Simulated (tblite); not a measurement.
# H30O2Si20: the cost of one run

Computed with tblite 0.8.0 and PySCF 2.14.0 and routines of our own; the level stands in each step. Atoms count from 0.

### 1 The starting structure

52 atoms, charge 0, multiplicity 1; geometry from: force field, distance geometry or constructed start.

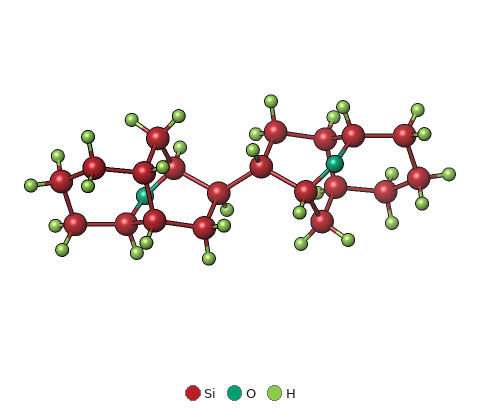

The starting geometry (silicon red, oxygen teal, hydrogen green).

### 2 Geometry optimisation with GFN2-xTB

Job settings and geometry (Å):

```
{"job": {"kind": "relax", "xc": "GFN2-xTB", "basis": "xTB"}, "charge": 0, "multiplicity": 1}
Si     0.838600    -0.643400    -0.390100
Si     0.863100    -0.696000    -2.633500
Si     0.821300    -2.810700    -3.365400
Si     2.559400    -3.853100    -2.448100
Si     2.836700    -5.913500    -3.307300
Si    -0.950300    -3.953100    -0.401400
Si    -0.949300    -3.977100    -2.641400
Si    -0.914900    -6.064200    -3.442300
Si     0.995200    -7.154700    -3.029700
Si    -0.869100     0.697800     2.628200
Si    -0.835800     0.640400     0.386400
Si     0.905800    -2.821700     0.120900
Si    -0.911700     2.820400    -0.115900
Si    -0.990300     7.152000     3.026600
Si     0.916100     6.072000     3.444000
Si     0.947500     3.979400     2.644400
Si     0.947400     3.954500     0.399700
Si    -2.838800     5.908900     3.309700
Si    -2.560700     3.859300     2.444300
Si    -0.813300     2.809300     3.369100
O     -2.301300     3.541800     0.714800
O      2.298000    -3.536500    -0.713500
H      2.051800    -0.029700     0.064100
H      2.015700    -0.027000    -3.125500
H     -0.228100     0.047200    -3.158500
H      0.814400    -2.805600    -4.791500
H      3.648800    -2.989100    -2.764800
H      3.189700    -6.046400    -4.692200
H      3.920000    -6.667000    -2.754500
H     -2.198600    -3.465800     0.087200
H     -0.897000    -5.281900     0.115700
H     -2.141900    -3.336000    -3.096600
H     -1.171500    -6.046500    -4.850200
H     -2.017700    -6.806400    -2.912300
H      0.970800    -7.676400    -1.705900
H      1.072500    -8.316600    -3.851000
H      0.227800    -0.044500     3.155300
H     -2.019000     0.025200     3.121400
H     -2.047300     0.030400    -0.057600
H      1.018900    -2.881100     1.540000
H     -1.023800     2.882200    -1.535000
H     -1.066100     8.313200     3.851900
H     -0.964700     7.679200     1.699000
H      2.022400     6.804600     2.914200
H      1.166800     6.048300     4.850700
H      2.138100     3.338900     3.093400
H      0.903000     5.282600    -0.117400
H      2.199400     3.468800    -0.081500
H     -3.917800     6.667800     2.752700
H     -3.188400     6.047700     4.695400
H     -3.649000     2.984100     2.767200
H     -0.813900     2.806000     4.793700
```

Launch:

```bash
> OMP_NUM_THREADS=2 python large_run.py task.json out
```

The driver reads the jobs from task.json and runs them one after another.

Q: Estimate the wall time and peak memory of this first job on 2 threads of AMD EPYC 9R45, shared host.

About 29 s, with a peak of 0.16 GiB.
